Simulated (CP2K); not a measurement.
# [NH2]− (SMILES [NH2-]): r2SCAN/TZV2P-MOLOPT-SCAN-GTH (core potential)

What is the energy change on altering one bond length of [NH2]− at r2SCAN/TZV2P-MOLOPT-SCAN-GTH (core potential)? 

The calculation is run with CP2K 2026.2.

### Step 1. The structure to begin with

The species is [NH2]− (3 atoms), meant as a singlet with charge -1. As SMILES, `[NH2-]`. The shape is that of a PBE0-D4/def2-TZVPD optimisation.

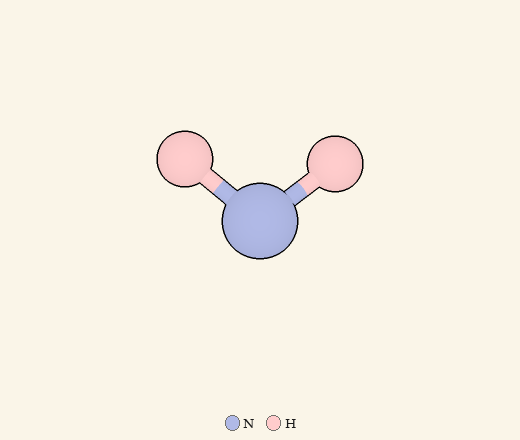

The structure, seen from a chosen angle (nitrogen light blue, hydrogen pink).

### Step 2. A single-point energy at r2SCAN/TZV2P-MOLOPT-SCAN-GTH (core potential)

run.inp reads:

```
&GLOBAL
  PROJECT run
  RUN_TYPE ENERGY
  PRINT_LEVEL MEDIUM
&END GLOBAL

&FORCE_EVAL
  METHOD QS
  &DFT
    BASIS_SET_FILE_NAME BASIS_MOLOPT_UZH
    POTENTIAL_FILE_NAME POTENTIAL_UZH
    CHARGE -1
    MULTIPLICITY 1
    &QS
      METHOD GPW
      EPS_DEFAULT 1.0E-10
    &END QS
    &MGRID
      CUTOFF 550
      REL_CUTOFF 50
      NGRIDS 4
    &END MGRID
    &POISSON
      PERIODIC NONE
      POISSON_SOLVER WAVELET
    &END POISSON
    &SCF
      SCF_GUESS ATOMIC
      EPS_SCF 1.0E-06
      MAX_SCF 150
      ADDED_MOS 5
      &DIAGONALIZATION
        ALGORITHM STANDARD
      &END DIAGONALIZATION
      &MIXING
        METHOD DIRECT_P_MIXING
        ALPHA 0.4
      &END MIXING
    &END SCF
    &XC
      &XC_FUNCTIONAL
        &MGGA_X_R2SCAN
        &END MGGA_X_R2SCAN
        &MGGA_C_R2SCAN
        &END MGGA_C_R2SCAN
      &END XC_FUNCTIONAL
    &END XC
    &PRINT
      &MOMENTS
        PERIODIC F
        REFERENCE COM
        MAX_MOMENT 1
      &END MOMENTS
      &MO ON
        ENERGIES T
        OCCUPATION_NUMBERS T
        NDIGITS 6
        &EACH
          QS_SCF 0
        &END EACH
        ADD_LAST NUMERIC
      &END MO
      &HIRSHFELD OFF
      &END HIRSHFELD
    &END PRINT
  &END DFT
  &SUBSYS
    &CELL
      ABC [angstrom] 11.4 11.4 11.4
      PERIODIC NONE
    &END CELL
    &COORD
      N      0.342200    -0.203000     0.168700
      H      0.125500     0.801200     0.156000
      H     -0.467700    -0.598200    -0.324700
    &END COORD
    &TOPOLOGY
      &CENTER_COORDINATES
      &END CENTER_COORDINATES
    &END TOPOLOGY
    &KIND N
      BASIS_SET TZV2P-MOLOPT-SCAN-GTH-q5
      POTENTIAL GTH-SCAN-q5
    &END KIND
    &KIND H
      BASIS_SET TZV2P-MOLOPT-SCAN-GTH-q1
      POTENTIAL GTH-SCAN-q1
    &END KIND
  &END SUBSYS
&END FORCE_EVAL
```

The run is started by

```console
$ OMP_NUM_THREADS=1 cp2k.psmp -i run.inp -o run.out
```

The log of the run:

```text
CP2K| version string:                                       CP2K version 2026.2
[...]
 GLOBAL| Method name                                                        CP2K
[...]
 GLOBAL| Run type                                                         ENERGY
[...]
 DFT| Spin restricted Kohn-Sham (RKS) calculation                            RKS
 DFT| Multiplicity                                                             1
[...]
 DFT| Charge                                                                  -1
[...]
 FUNCTIONAL| MGGA_X_R2SCAN:
[...]
 FUNCTIONAL| MGGA_C_R2SCAN:
[...]
 QS| Method:                                                                 GPW
[...]
 QS| Density cutoff [a.u.]:                                                275.0
[...]
 QS| Relative density cutoff [a.u.]:                                        25.0
[...]
                             - Atoms:                                          3
[...]
                             - Spherical basis functions:                     57
[...]
 Number of electrons:                                                          8
[...]
     1 P_Mix/Diag. 0.40E+00    5.1     1.08864042       -11.1340084857 -1.11E+01
[...]
    13 DIIS/Diag.  0.98E-06    4.7     0.00000038       -11.0597788829 -9.67E-12
  *** SCF run converged in    13 steps ***
[...]
  Overlap energy of the core charge distribution:               0.00000012821264
  Self energy of the core charge distribution:                -27.57807159692397
  Core Hamiltonian energy:                                      8.31926665815908
  Hartree energy:                                              11.62986927607632
  Exchange-correlation energy:                                 -3.43084334846981
  Total energy:                                               -11.05977888294575
[...]
                     Mulliken Population Analysis
 #  Atom  Element  Kind  Atomic population                           Net charge
       1     N        1          6.272470                             -1.272470
       2     H        2          0.863755                              0.136245
       3     H        2          0.863775                              0.136225
 # Total charge                              8.000000                 -1.000000
[...]
  Dipole moment [Debye]
    X= -0.9200769E+00 Y=  0.5458224E+00 Z= -0.4534067E+00  Total=      1.1619128
 ENERGY| Total FORCE_EVAL ( QS ) energy [hartree]            -11.059778882945746
[...]
```

It took 66 s on 1 thread of Arm Neoverse V1, shared host; peak memory 1.6 GiB.

### Step 3. The distorted shape

qs.inp reads:

```
&GLOBAL
   PROJECT qs
   RUN_TYPE ENERGY
   PRINT_LEVEL MEDIUM
&END

&FORCE_EVAL
   METHOD QUICKSTEP
   &DFT
      BASIS_SET_FILE_NAME BASIS_MOLOPT_UZH
      POTENTIAL_FILE_NAME POTENTIAL_UZH
      CHARGE -1
      MULTIPLICITY 1
      &QS
         METHOD GPW
         EPS_DEFAULT 1.0E-10
      &END
      &MGRID
         CUTOFF 550
         REL_CUTOFF 50
         NGRIDS 4
      &END
      &POISSON
         PERIODIC NONE
         POISSON_SOLVER WAVELET
      &END
      &SCF
         SCF_GUESS ATOMIC
         EPS_SCF 1.0E-06
         MAX_SCF 150
         ADDED_MOS 5
         &DIAGONALIZATION
            ALGORITHM STANDARD
         &END
         &MIXING
            METHOD DIRECT_P_MIXING
            ALPHA 0.4
         &END
      &END
      &XC
         &XC_FUNCTIONAL
            &MGGA_X_R2SCAN
            &END
            &MGGA_C_R2SCAN
            &END
         &END
      &END
      &PRINT
         &MOMENTS
            PERIODIC F
            REFERENCE COM
            MAX_MOMENT 1
         &END
         &MO ON
            ENERGIES T
            OCCUPATION_NUMBERS T
            NDIGITS 6
            &EACH
               QS_SCF 0
            &END
            ADD_LAST NUMERIC
         &END
         &HIRSHFELD OFF
         &END
      &END
   &END
   &SUBSYS
      &CELL
         ABC [angstrom] 11.6 11.6 11.6
         PERIODIC NONE
      &END
      &COORD
         N      0.374704    -0.353627     0.170605
         H      0.125500     0.801200     0.156000
         H     -0.435196    -0.748827    -0.322795
      &END
      &TOPOLOGY
         &CENTER_COORDINATES
         &END
      &END
      &KIND N
         BASIS_SET TZV2P-MOLOPT-SCAN-GTH-q5
         POTENTIAL GTH-SCAN-q5
      &END
      &KIND H
         BASIS_SET TZV2P-MOLOPT-SCAN-GTH-q1
         POTENTIAL GTH-SCAN-q1
      &END
   &END
&END
```

The run is started by

```console
$ OMP_NUM_THREADS=1 cp2k.psmp -i qs.inp -o qs.out
```

The log of the run:

```text
CP2K| version string:                                       CP2K version 2026.2
[...]
 GLOBAL| Method name                                                        CP2K
[...]
 GLOBAL| Run type                                                         ENERGY
[...]
 DFT| Spin restricted Kohn-Sham (RKS) calculation                            RKS
 DFT| Multiplicity                                                             1
[...]
 DFT| Charge                                                                  -1
[...]
 FUNCTIONAL| MGGA_X_R2SCAN:
[...]
 FUNCTIONAL| MGGA_C_R2SCAN:
[...]
 QS| Method:                                                                 GPW
[...]
 QS| Density cutoff [a.u.]:                                                275.0
[...]
 QS| Relative density cutoff [a.u.]:                                        25.0
[...]
                             - Atoms:                                          3
[...]
                             - Spherical basis functions:                     57
[...]
 Number of electrons:                                                          8
[...]
     1 P_Mix/Diag. 0.40E+00    6.5     1.08525766       -11.0813903546 -1.11E+01
[...]
    13 DIIS/Diag.  0.75E-06    6.3     0.00000078       -11.0484513382 -1.06E-12
  *** SCF run converged in    13 steps ***
[...]
  Overlap energy of the core charge distribution:               0.00000006441863
  Self energy of the core charge distribution:                -27.57807159692397
  Core Hamiltonian energy:                                      8.15453984309210
  Hartree energy:                                              11.74961289557490
  Exchange-correlation energy:                                 -3.37453254436556
  Total energy:                                               -11.04845133820391
[...]
                     Mulliken Population Analysis
 #  Atom  Element  Kind  Atomic population                           Net charge
       1     N        1          6.181898                             -1.181898
       2     H        2          0.941969                              0.058031
       3     H        2          0.876133                              0.123867
 # Total charge                              8.000000                 -1.000000
[...]
  Dipole moment [Debye]
    X= -0.8193761E+00 Y=  0.1931435E+00 Z= -0.4353013E+00  Total=      0.9477177
 ENERGY| Total FORCE_EVAL ( QS ) energy [hartree]            -11.048451338203909
[...]
```

It took 88 s on 1 thread of Arm Neoverse V1, shared host; peak memory 2.1 GiB.

### Step 4. Outcome

Level: r2SCAN/TZV2P-MOLOPT-SCAN-GTH (core potential).

| quantity | value |
| --- | --- |
| first shape: total energy | -11.05978 Eh |
| first shape: HOMO energy | 3.60 eV |
| first shape: LUMO energy | 8.85 eV |
| first shape: HOMO–LUMO gap (to an unbound level, set by the basis) | 5.25 eV |
| distorted shape: total energy | -11.04845 Eh |
| distorted shape: HOMO energy | 3.52 eV |
| distorted shape: LUMO energy | 8.21 eV |
| distorted shape: HOMO–LUMO gap (to an unbound level, set by the basis) | 4.69 eV |
| energy change with the N1–H2 bond stretched from 1.027 to 1.181 Å | 0.308 eV |

With the N1–H2 bond stretched from 1.027 to 1.181 Å the energy rises by 0.31 eV (7.1 kcal/mol). The first shape isn't relaxed at this level, so the change isn't measured from a minimum. The HOMO (first shape) lies at positive energy, 3.60 eV, as semi-local functionals often give for anions; only total energies tell whether the electron is bound. The HOMO (distorted shape) lies at positive energy, 3.52 eV, as semi-local functionals often give for anions; only total energies tell whether the electron is bound.
